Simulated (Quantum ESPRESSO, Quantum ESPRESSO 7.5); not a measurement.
## H-SiC-H chair, 1 layer, stepped through biaxial strain

Wanted: a table for H-SiC-H chair, 1 layer against biaxial strain, and what can be fitted to it.

Program: Quantum ESPRESSO 7.5. Level of theory: plane-wave DFT, PBE, GBRV ultrasoft pseudopotentials. Results are calculated unless marked as measured.

**1. Starting point**

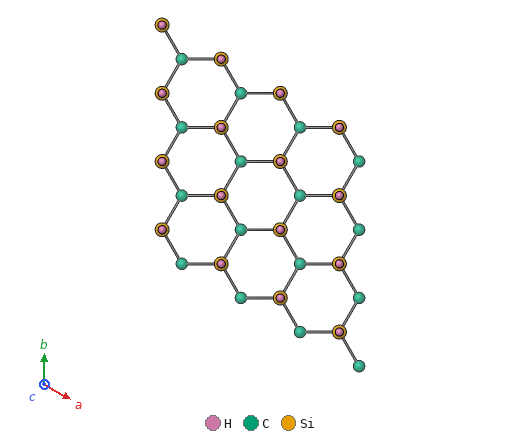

Start, viewed from above; hydrogen pink, carbon teal, silicon orange. 4×4×1 cells are drawn.

The cell holds 4 atoms: 2 H, 1 C and 1 Si. Its edges and angles: a = 3.086 Å, b = 3.086 Å, c = 18.113 Å, α = 90.0°, β = 90.0°, γ = 120.0°. Vacuum lies along c.

Set-up: Cell and atoms are first relaxed; each strained cell is then held and the atoms relax in it. A periodic run with 15 Å of vacuum in the starting cell and a dipole correction gives the vacuum levels, and bands follow along a path.

Members -2, -1, 0, 1 and 2 took the same steps and show in the table alone.

This sheet is a model structure: its symmetry is held, and its stability is not tested here.

**2. Variable-cell relaxation of the reference**

What the set-up leaves free in this member is relaxed.

File ref.relax.in:

```
&control
  prefix = 'ref.relax'
  outdir = './out'
  pseudo_dir = './pseudo'
  nstep = 80
  forc_conv_thr = 0.0004
  calculation = 'vc-relax'
  etot_conv_thr = 1e-06
/
&system
  ibrav = 0
  nat = 4
  ntyp = 3
  ecutwfc = 50
  ecutrho = 250
  occupations = 'smearing'
  smearing = 'fd'
  degauss = 0.004
/
&electrons
  conv_thr = 1e-09
  mixing_beta = 0.4
  electron_maxstep = 120
  mixing_mode = 'plain'
/
&ions
/
&cell
  cell_dofree = '2Dxy'
  press_conv_thr = 0.3
/
ATOMIC_SPECIES
  H   1.0080  h_pbe_v1.4.uspp.F.UPF
  C   12.0110  c_pbe_v1.2.uspp.F.UPF
  Si  28.0850  si_pbe_v1.uspp.F.UPF
CELL_PARAMETERS angstrom
  3.08550000000000 0.00000000000000 0.00000000000000
  -1.54275000000000 2.67212138337689 0.00000000000000
  0.00000000000000 0.00000000000000 18.11333333333333
ATOMIC_POSITIONS crystal
  H   0.666666666700 0.333333333300 0.414059624586
  C   0.666666666700 0.333333333300 0.473132131027
  Si  0.333333333300 0.666666666700 0.507545086492
  H   0.333333333300 0.666666666700 0.585940375414
K_POINTS automatic
  12 12 1 0 0 0
```

Launch:

```sh
> OMP_NUM_THREADS=1 mpirun -n 4 pw.x -nk 4 -in ref.relax.in > ref.relax.out
```

Output:

```text
Program PWSCF v.7.5 starts
[citation notice left out]

     Parallel version (MPI & OpenMP), running on       4 processor cores
     Number of MPI processes:                 4
     Threads/MPI process:                     1

     MPI processes distributed on     1 nodes
[...]
Current dimensions of program PWSCF are:
     Max number of different atomic species (ntypx) = 10
     Max number of k-points (npk) =  40000
     Max angular momentum in pseudopotentials (lmaxx) =  4
     Message from routine setup:
     using ibrav=0 with symmetry is DISCOURAGED, use correct ibrav instead

     K-points division:     npool     =       4
     Subspace diagonalization in iterative solution of the eigenvalue problem:
     a serial algorithm will be used

     G-vector sticks info
     --------------------
     sticks:   dense  smooth     PW     G-vecs:    dense   smooth      PW
     Sum         583     475    151                67295    48065    8047

     Using Slab Decomposition

     bravais-lattice index     =            0
     lattice parameter (alat)  =       5.8307  a.u.
     unit-cell volume          =    1007.8055 (a.u.)^3
     number of atoms/cell      =            4
     number of atomic types    =            3
     number of electrons       =        10.00
     number of Kohn-Sham states=            9
     kinetic-energy cutoff     =      50.0000  Ry
     charge density cutoff     =     250.0000  Ry
     scf convergence threshold =      1.0E-09
     mixing beta               =       0.4000
     number of iterations used =            8  plain     mixing
     energy convergence thresh.=      1.0E-06
     force convergence thresh. =      4.0E-04
     press convergence thresh. =      3.0E-01
     Exchange-correlation= SLA  PW   PBE  PBE
                           (   1   4   3   4   0   0   0)
     nstep                     =           80

     celldm(1)=   5.830750  celldm(2)=   0.000000  celldm(3)=   0.000000
     celldm(4)=   0.000000  celldm(5)=   0.000000  celldm(6)=   0.000000

     crystal axes: (cart. coord. in units of alat)
               a(1) = (   1.000000   0.000000   0.000000 )
               a(2) = (  -0.500000   0.866025   0.000000 )
               a(3) = (   0.000000   0.000000   5.870469 )

     reciprocal axes: (cart. coord. in units 2 pi/alat)
               b(1) = (  1.000000  0.577350 -0.000000 )
               b(2) = (  0.000000  1.154701  0.000000 )
               b(3) = (  0.000000 -0.000000  0.170344 )

     PseudoPot. # 1 for H  read from file:
     ./pseudo/h_pbe_v1.4.uspp.F.UPF
     Pseudo is Ultrasoft, Zval =  1.0
     Generated by new atomic code, or converted to UPF format
     Using radial grid of  615 points,  2 beta functions with:
                l(1) =   0
                l(2) =   0
     Q(r) pseudized with  8 coefficients,  rinner =    0.700

     PseudoPot. # 2 for C  read from file:
     ./pseudo/c_pbe_v1.2.uspp.F.UPF
     Pseudo is Ultrasoft + core correction, Zval =  4.0
     Generated by new atomic code, or converted to UPF format
     Using radial grid of  721 points,  4 beta functions with:
                l(1) =   0
                l(2) =   0
                l(3) =   1
                l(4) =   1
     Q(r) pseudized with  8 coefficients,  rinner =    1.100   1.100   1.100

     PseudoPot. # 3 for Si read from file:
     ./pseudo/si_pbe_v1.uspp.F.UPF
     Pseudo is Ultrasoft + core correction, Zval =  4.0
     Generated by new atomic code, or converted to UPF format
     Using radial grid of  899 points,  6 beta functions with:
                l(1) =   0
                l(2) =   0
                l(3) =   1
                l(4) =   1
                l(5) =   2
                l(6) =   2
     Q(r) pseudized with  8 coefficients,  rinner =    0.900   0.900   0.900
                                                       0.900   0.900

     atomic species   valence    mass     pseudopotential
     H                 1.00     1.00800     H ( 1.00)
     C                 4.00    12.01100     C ( 1.00)
     Si                4.00    28.08500     Si( 1.00)

      6 Sym. Ops. (no inversion) found

   Cartesian axes

     site n.     atom                  positions (alat units)
         1        H      tau(   1) = (   0.5000000   0.2886751   2.4307244  )
         2        C      tau(   2) = (   0.5000000   0.2886751   2.7775077  )
         3        Si     tau(   3) = (  -0.0000000   0.5773503   2.9795279  )
         4        H      tau(   4) = (  -0.0000000   0.5773503   3.4397450  )

     number of k points=    19  Fermi-Dirac smearing, width (Ry)=  0.0040
                       cart. coord. in units 2pi/alat
        k(    1) = (   0.0000000   0.0000000   0.0000000), wk =   0.0138889
        k(    2) = (   0.0000000   0.0962250   0.0000000), wk =   0.0833333
        k(    3) = (   0.0000000   0.1924501   0.0000000), wk =   0.0833333
        k(    4) = (   0.0000000   0.2886751   0.0000000), wk =   0.0833333
        k(    5) = (   0.0000000   0.3849002   0.0000000), wk =   0.0833333
        k(    6) = (   0.0000000   0.4811252   0.0000000), wk =   0.0833333
        k(    7) = (   0.0000000  -0.5773503   0.0000000), wk =   0.0416667
        k(    8) = (   0.0833333   0.1443376   0.0000000), wk =   0.0833333
        k(    9) = (   0.0833333   0.2405626   0.0000000), wk =   0.1666667
        k(   10) = (   0.0833333   0.3367877   0.0000000), wk =   0.1666667
[...]
k(   19) = (   0.3333333   0.5773503   0.0000000), wk =   0.0277778

     Dense  grid:    67295 G-vectors     FFT dimensions: (  30,  30, 180)

     Smooth grid:    48065 G-vectors     FFT dimensions: (  27,  27, 160)

     Estimated max dynamical RAM per process >     110.38 MB

     Estimated total dynamical RAM >     392.22 MB

     Initial potential from superposition of free atoms

     starting charge       9.9993, renormalised to      10.0000

     negative rho (up, down):  1.346E-04 0.000E+00
     Starting wfcs are   10 randomized atomic wfcs

     total cpu time spent up to now is        1.1 secs

     per-process dynamical memory:    53.2 Mb

     Self-consistent Calculation

     iteration #  1     ecut=    50.00 Ry     beta= 0.40
     Davidson diagonalization with overlap
     ethr =  1.00E-02,  avg # of iterations =  4.1

     negative rho (up, down):  1.070E-04 0.000E+00

     total cpu time spent up to now is        1.9 secs

     total energy              =     -23.36384778 Ry
     estimated scf accuracy    <       0.64205799 Ry

     iteration #  2     ecut=    50.00 Ry     beta= 0.40
[...]
atom    2 type  2   force =     0.00000000    0.00000000   -0.00893926
     atom    3 type  3   force =     0.00000000    0.00000000    0.00629694
     atom    4 type  1   force =     0.00000000   -0.00000000    0.00463418

     Total force =     0.012042     Total SCF correction =     0.000006

     Computing stress (Cartesian axis) and pressure

     negative rho (up, down):  1.318E-04 0.000E+00
          total   stress  (Ry/bohr**3)                   (kbar)     P=        7.34
   0.00006094   0.00000000   0.00000000            8.96        0.00        0.00
   0.00000000   0.00006094  -0.00000000            0.00        8.96       -0.00
   0.00000000  -0.00000000   0.00002775            0.00       -0.00        4.08

     Energy error            =      1.6E-03 Ry
     Gradient error          =      8.9E-03 Ry/Bohr
     Cell gradient error     =      9.0E+00 kbar

     number of scf cycles    =   3
     number of bfgs steps    =   2

     enthalpy           old  =     -23.4553767328 Ry
     enthalpy           new  =     -23.4570023324 Ry

     CASE: enthalpy          _new < enthalpy          _old

     new trust radius        =       0.0133209134 bohr
     new conv_thr            =       0.0000000002 Ry

     new unit-cell volume =   1017.90227 a.u.^3 (   150.83755 Ang^3 )
     density =      0.46360 g/cm^3

CELL_PARAMETERS (angstrom)
   3.100917671   0.000000000   0.000000000
  -1.550458836   2.685473478   0.000000000
   0.000000000   0.000000000  18.113333333

ATOMIC_POSITIONS (crystal)
H                0.6666666667        0.3333333333        0.4129681869
C                0.6666666667        0.3333333333        0.4739809305
Si               0.3333333333        0.6666666667        0.5056582802
H                0.3333333333        0.6666666667        0.5880698199

[...]
NEW-OLD atomic charge density approx. for the potential
     New effective cutoffs (rho, wfc):  249.58   49.98

     negative rho (up, down):  1.295E-04 0.000E+00

     total cpu time spent up to now is       24.5 secs

     per-process dynamical memory:    63.1 Mb

[...]
!    total energy              =     -23.45732340 Ry
[...]
Total force =     0.007795     Total SCF correction =     0.000011
[...]
number of bfgs steps    =   3
[...]
new trust radius        =       0.0210647650 bohr
[...]
!    total energy              =     -23.45756876 Ry
[...]
Total force =     0.007995     Total SCF correction =     0.000006
[...]
number of bfgs steps    =   4
[...]
new trust radius        =       0.0117810290 bohr
[...]
!    total energy              =     -23.45763231 Ry
[...]
Total force =     0.003957     Total SCF correction =     0.000004
[...]
number of bfgs steps    =   5
[...]
new trust radius        =       0.0046613638 bohr
[...]
!    total energy              =     -23.45764902 Ry
[...]
Total force =     0.002568     Total SCF correction =     0.000004
[...]
number of bfgs steps    =   6
[...]
new trust radius        =       0.0042838933 bohr
[...]
!    total energy              =     -23.45766182 Ry
[...]
Total force =     0.002512     Total SCF correction =     0.000004
[...]
number of bfgs steps    =   7
[...]
new trust radius        =       0.0035495327 bohr
[...]
!    total energy              =     -23.45766791 Ry
[...]
Total force =     0.001588     Total SCF correction =     0.000001
[...]
number of bfgs steps    =   8
[...]
new trust radius        =       0.0014602505 bohr
[...]
!    total energy              =     -23.45766907 Ry
[...]
Total force =     0.000414     Total SCF correction =     0.000004
[...]
number of bfgs steps    =   9
[...]
new trust radius        =       0.0001921508 bohr
[...]
!    total energy              =     -23.45766914 Ry
[...]
Total force =     0.000040     Total SCF correction =     0.000001
[...]
Self-consistent Calculation

     iteration #  1     ecut=    50.00 Ry     beta= 0.40
     Davidson diagonalization with overlap
     c_bands:  1 eigenvalues not converged
     ethr =  1.00E-06,  avg # of iterations = 17.2

     negative rho (up, down):  1.094E-04 0.000E+00

     total cpu time spent up to now is       72.1 secs

     total energy              =     -23.37409045 Ry
     estimated scf accuracy    <       0.60575681 Ry

[...]
iteration # 15     ecut=    50.00 Ry     beta= 0.40
[...]
negative rho (up, down):  1.378E-04 0.000E+00

[...]
End of self-consistent calculation

          k = 0.0000 0.0000 0.0000 (  6257 PWs)   bands (ev):

   -16.5784 -10.2044  -5.5658  -3.2282  -3.2282   0.7611   1.9318   2.4829
     2.5846

          k =-0.0000 0.0951 0.0000 (  6219 PWs)   bands (ev):

   -16.4725 -10.1271  -5.5340  -3.7819  -3.3730   0.8879   2.0674   2.6247
     2.8997

          k =-0.0000 0.1902 0.0000 (  6199 PWs)   bands (ev):

   -16.1604  -9.9136  -5.5096  -4.9619  -3.7289   1.2407   2.4531   2.7457
     3.0779

          k =-0.0000 0.2852 0.0000 (  6152 PWs)   bands (ev):

   -15.6624  -9.6432  -6.4678  -5.2830  -4.1461   1.6359   2.3061   3.0568
     3.4658

          k =-0.0000 0.3803 0.0000 (  6164 PWs)   bands (ev):

   -15.0292  -9.5817  -7.4655  -5.2862  -4.5075   1.3441   2.6296   3.5207
     4.2616

          k =-0.0000 0.4754 0.0000 (  6150 PWs)   bands (ev):

   -14.3946 -10.0505  -7.6925  -5.3781  -4.7457   0.9949   2.8718   3.9042
     4.5253

[...]
the Fermi energy is    -1.8076 ev

!    total energy              =     -23.45767689 Ry
     estimated scf accuracy    <          2.1E-13 Ry
     smearing contrib. (-TS)   =      -0.00000000 Ry
     internal energy E=F+TS    =     -23.45767689 Ry

     The total energy is F=E-TS. E is the sum of the following terms:
     one-electron contribution =    -161.80307721 Ry
     hartree contribution      =      82.73718156 Ry
     xc contribution           =      -9.43706225 Ry
     ewald contribution        =      65.04528101 Ry

     convergence has been achieved in  15 iterations

     negative rho (up, down):  1.378E-04 0.000E+00

     Forces acting on atoms (cartesian axes, Ry/au):

     atom    1 type  1   force =     0.00000000   -0.00000000    0.00000830
     atom    2 type  2   force =     0.00000000    0.00000000   -0.00003270
     atom    3 type  3   force =     0.00000000    0.00000000    0.00002139
     atom    4 type  1   force =     0.00000000    0.00000000    0.00000301

     Total force =     0.000040     Total SCF correction =     0.000000

     Computing stress (Cartesian axis) and pressure

     negative rho (up, down):  1.378E-04 0.000E+00
          total   stress  (Ry/bohr**3)                   (kbar)     P=       -0.03
   0.00000005   0.00000000   0.00000000            0.01        0.00        0.00
  -0.00000000   0.00000005  -0.00000000           -0.00        0.01       -0.00
   0.00000000  -0.00000000  -0.00000070            0.00       -0.00       -0.10

[...]
=------------------------------------------------------------------------------=
   JOB DONE.
=------------------------------------------------------------------------------=
```

Elapsed: 83 s, on 4 MPI ranks of Arm Neoverse V1, shared host; peak memory 0.59 GiB; 5.6 min of CPU time.

Step by step:

| step | energy less that of the first step (eV) | largest force (eV/Å) | volume (Å³) |
| --- | --- | --- | --- |
| 1 | 0.0000 | 2.1798 | 149.34 |
| 2 | -0.0742 | 1.2775 | 149.71 |
| 3 | -0.0964 | 0.2298 | 150.21 |
| 4 | -0.1007 | 0.1613 | 150.84 |
| 5 | -0.1041 | 0.1598 | 151.84 |
| 6 | -0.1049 | 0.0803 | 152.39 |
| 7 | -0.1052 | 0.0452 | 152.62 |
| 8 | -0.1053 | 0.0469 | 152.82 |
| 9 | -0.1054 | 0.0250 | 152.94 |
| 10 | -0.1054 | 0.0079 | 152.96 |
| 11 | -0.1054 | 0.0008 | 152.95 |
| 12 | -0.1055 | 0.0008 | 152.95 |

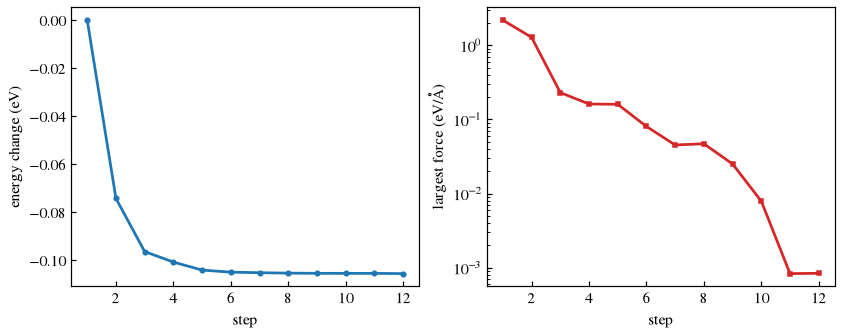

Energy and largest force along the relaxation.

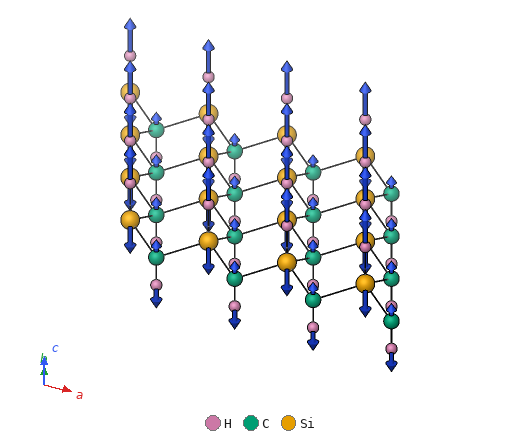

Displacements in the relaxation, exaggerated, measured against the changing cell; the longest in the cell stands for 0.04 Å. 4×4×1 cells are drawn.

| cell as run | before | after | change |
| --- | --- | --- | --- |
| a (Å) | 3.086 | 3.123 | +1.2 % |
| b (Å) | 3.086 | 3.123 | +1.2 % |

The atoms that moved most (Å, along periodic axes as changes of fractional coordinates times the final cell, across vacuum about the mean position):

| atom | dx | dy | dz | length |
| --- | --- | --- | --- | --- |
| H4 | 0.000 | 0.000 | 0.044 | 0.044 |
| Si3 | 0.000 | 0.000 | -0.035 | 0.035 |
| H1 | 0.000 | 0.000 | -0.025 | 0.025 |
| C2 | 0.000 | 0.000 | 0.016 | 0.016 |

Final coordinates:

```xyz
4
Lattice="3.1226 0.0000 0.0000 -1.5613 2.7042 0.0000 0.0000 0.0000 18.1133" Properties=species:S:1:pos:R:3
H     1.5613    0.9014    7.4754
C     1.5613    0.9014    8.5859
Si    0.0000    1.8028    9.1585
H     0.0000    1.8028   10.6568
```

 The last row is no step: it is a fresh SCF in the final cell with a new plane-wave basis, -0 meV from the row before.

This step gave:

| Property | Result |
| --- | --- |
| free energy | -319.1580 eV |
| Fermi energy | -1.808 eV |

[end of part 1 of 7]

[Logs are printed without paths, hosts, clocks, repeated set-up lines and the standing remarks that a program may print on its own settings, such as how far it seeks lower states.]

[Hosts, paths, dates, database ids (printed as entryN), source tags and the programs' standing remarks are cut or masked in the printed files.]

[Maps of the electrostatic potential energy from Ansatz leave out the sawtooth potential of an applied field or a dipole correction, so their vacuum need not be flat; planar profiles and work functions include it.]
